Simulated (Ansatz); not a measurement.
**CH5AlBNO: rigid torsion scan from a Python script**

A script is to give a rigid torsion scan; the system is CH5AlBNO.

Program: Ansatz 0.2.0, driven from Python. Level of theory: PBE+D4/cc-pVDZ. These are calculated values, not measurements.

**1. The structure**

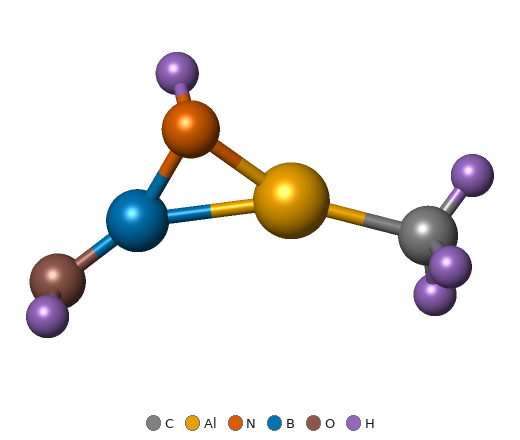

The structure that the script starts from, seen from a chosen angle (carbon grey, aluminium amber, nitrogen orange, boron blue, oxygen brown, hydrogen purple).

No structure file is read: the coordinates are typed or built in the script.

**2. The script**

ch5albno_torsion.py

```python
# -*- coding: utf-8 -*-
'''Energy of CH5AlBNO as one group turns about a bond.'''

import ansatz as az
from ase import Atoms

BASIS = 'cc-pVDZ'
XC = 'pbe'
DISPERSION = 'd4'
FORCE_TOL = 0.02


def main():
    atoms = Atoms(['C', 'Al', 'N', 'B', 'O', 'H', 'H', 'H', 'H', 'H'], positions=[
        (-1.7452, -1.3813, -0.1229),
        (-0.1447, -0.2955, 0.2427),
        (1.0331, 0.5896, 1.2787),
        (1.4724, 1.074, -0.1602),
        (2.1891, 1.8657, -1.0974),
        (-1.8474, -2.1895, 0.5515),
        (-2.655, -0.6869, 0.0205),
        (-1.733, -1.6782, -1.1908),
        (1.8122, -0.0833, 1.591),
        (1.7015, 2.7342, -1.1099),
    ])

    # start the scan from a relaxed geometry
    first = (
        az.Crystal.molecule_from_ase(atoms).calculation()
        .basis(gaussian=BASIS)
        .functional(XC, dispersion=DISPERSION)
        .relax(force_tolerance=FORCE_TOL, max_steps=80)
    )
    atoms.positions = first.run(threads=1).report['positions_ang']

    start = atoms.get_dihedral(1, 3, 4, 9)
    energies = {}
    for turn in range(0, 360, 30):
        turned = atoms.copy()
        turned.set_dihedral(1, 3, 4, 9, start + turn, indices=[4, 9])
        job = (
            az.Crystal.molecule_from_ase(turned).calculation()
            .basis(gaussian=BASIS)
            .functional(XC, dispersion=DISPERSION)
        )
        energies[round((start + turn) % 360)] = job.run(threads=1).report['free_energy_ev']
    floor = min(energies.values())
    print('dihedral Al1-B3-O4-H9 (deg)   E - E(min) (kcal/mol)')
    for angle, e in sorted(energies.items()):
        print(f'{angle:8d} {23.060548 * (e - floor):14.3f}  ' + '#' * int(30 * (e - floor) / max(max(energies.values()) - floor, 1e-9)))


if __name__ == '__main__':
    main()
```

**3. The run**

Command:

```sh
$ python ch5albno_torsion.py
```

The log of the run:

```text
dihedral Al1-B3-O4-H9 (deg)   E - E(min) (kcal/mol)
       0          0.000
      30          1.686  ######
      60          5.388  ####################
      90          7.861  #############################
     120          6.884  ##########################
     150          4.008  ###############
     180          2.543  #########
     210          4.015  ###############
     240          6.894  ##########################
     270          7.865  ##############################
     300          5.386  ####################
     330          1.682  ######
```

Wall time 77 s (1 thread of Arm Neoverse V2, shared host); peak memory 0.25 GiB.

**4. The relaxation of run 0, step by step**

The steps of the relaxation:

```csv
step,energy from step 1 (eV),largest force component (eV/Å)
1,0.0000,3.8588
2,-1.2558,2.4765
3,-1.9541,2.1359
4,-2.3255,1.5039
5,-2.4387,1.6218
6,-2.5719,0.8071
7,-2.6062,0.2146
8,-2.6106,0.0575
9,-2.6111,0.0327
10,-2.6113,0.0212
11,-2.6113,0.0123
```

Step 1 is the start.

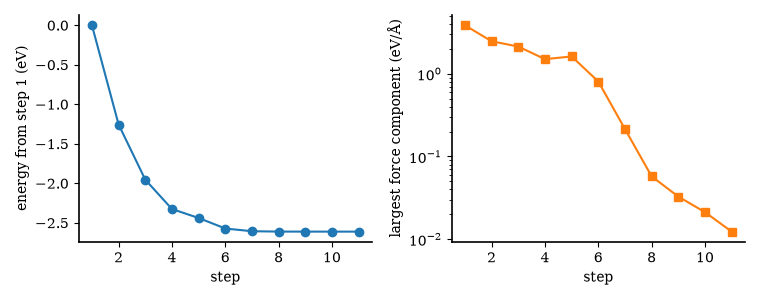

Energy and largest force along the relaxation.

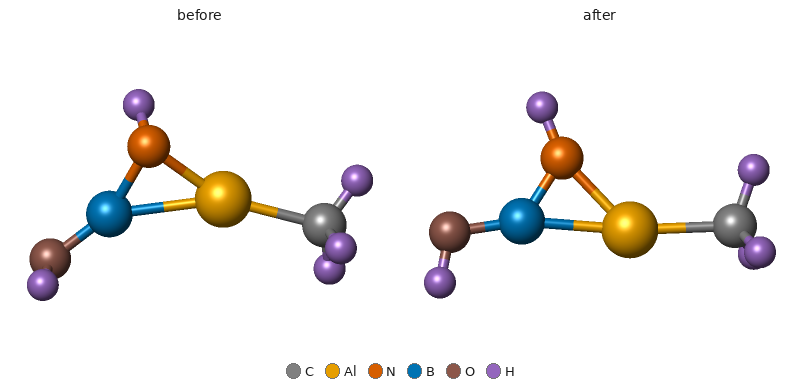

Before and after, at one scale.

Before: Bond lengths: C1–Al2 1.968 Å, Al2–N3 1.801 Å, Al2–B4 2.157 Å, N3–B4 1.581 Å, B4–O5 1.421 Å, C1–H6 1.058 Å, C1–H7 1.153 Å, C1–H8 1.108 Å, N3–H9 1.076 Å, O5–H10 0.996 Å. Angles (14 of 16 angles, heavy atoms first): C1–Al2–N3 155.5°, C1–Al2–B4 157.7°, N3–Al2–B4 46.0°, Al2–N3–B4 79.0°, Al2–B4–N3 55.0°, Al2–B4–O5 148.8°, N3–B4–O5 155.7°, Al2–C1–H6 112.4°, Al2–C1–H7 106.6°, Al2–C1–H8 108.5°, Al2–N3–H9 109.5°, B4–N3–H9 104.8°, B4–O5–H10 104.3°, H6–C1–H7 107.7°.

After: Bond lengths: C1–Al2 1.976 Å, Al2–N3 1.861 Å, Al2–B4 2.040 Å, N3–B4 1.422 Å, B4–O5 1.371 Å, C1–H6 1.109 Å, C1–H7 1.110 Å, C1–H8 1.111 Å, N3–H9 1.031 Å, O5–H10 0.975 Å. Angles (14 of 16 angles, heavy atoms first): C1–Al2–N3 130.7°, C1–Al2–B4 173.2°, N3–Al2–B4 42.5°, Al2–N3–B4 75.5°, Al2–B4–N3 62.0°, Al2–B4–O5 166.7°, N3–B4–O5 131.3°, Al2–C1–H6 111.0°, Al2–C1–H7 111.3°, Al2–C1–H8 110.5°, Al2–N3–H9 157.8°, B4–N3–H9 126.7°, B4–O5–H10 110.1°, H6–C1–H7 108.5°.

Run 0 is this relaxation; the runs after it count from 1.

**5. The runs side by side**

From the records of these 12 runs:

```tsv
run	turn (°)	energy from run 1 (eV)	SCF cycles	CPU time (s)
1	0	0.0000	19	2.3
2	30	0.0731	19	2.3
3	60	0.2337	20	2.4
4	90	0.3409	20	2.5
5	120	0.2985	19	2.6
6	150	0.1738	19	2.6
7	180	0.1103	20	2.7
8	210	0.1741	19	2.4
9	240	0.2989	19	2.7
10	270	0.3411	20	2.4
11	300	0.2336	20	2.4
12	330	0.0729	19	2.6
```

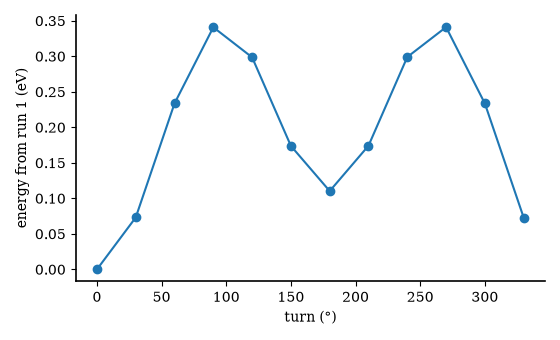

Energy against turn; lines join the points.

**6. What came out**

| quantity | value |
| --- | --- |
| runs compared | 12 |
| range of energy | 0.341 eV |
| lowest point, turn (°) | 0 |

In words: The lowest point lies at a turn of 0°, the highest 0.341 eV (32.9 kJ/mol) above it at 270°. The grid can miss the true lowest and highest points, and the rest of the molecule is held rigid. Run 0: After 10 moves the largest shift is 0.738 Å, of atom 5 (O). The scan is rigid and the energies are electronic, in a modest basis. With rigid groups the curve can differ much from the relaxed path, the start wasn't checked as a minimum of this torsion, and equivalent turns needn't return to the same energy.
